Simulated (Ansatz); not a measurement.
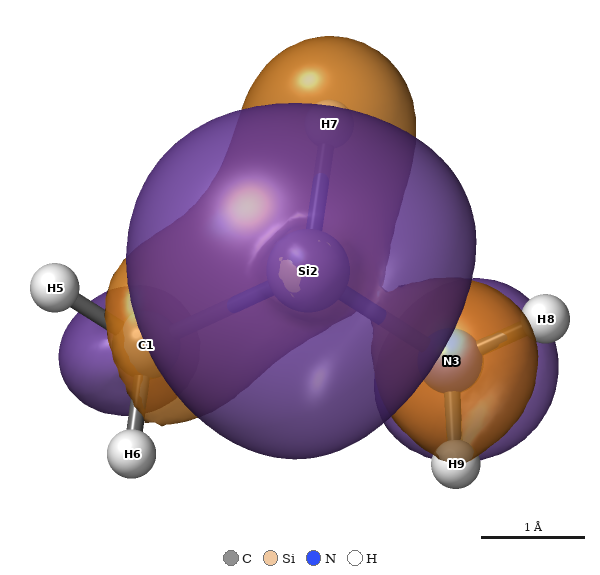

CH₆NSi (doublet). One frontier orbital at ±0.08 Å⁻³ᐟ² (orange and purple are the two phases), seen across its widest extent.

Level of theory: Ansatz, UKS revPBE-D4/6-31G*.

```xyz
9

C    -0.6870    0.8250   -0.8540
Si    0.8631    0.2096    0.0721
N     0.3465   -1.0446    1.2116
H    -1.1974   -0.0214   -1.3479
H    -0.4072    1.5659   -1.6231
H    -1.4022    1.3088   -0.1661
H     1.7869   -0.5128   -0.8863
H     1.0883   -1.6147    1.6261
H    -0.3025   -0.7622    1.9506
```

### Which orbital is it: HOMO (β) or LUMO (β)?

The LUMO (β), at −2.24 eV. Its weight (Hirshfeld) is mainly on Si2 (about 65 %), N3 (about 15 %) and C1 (about 5 %).
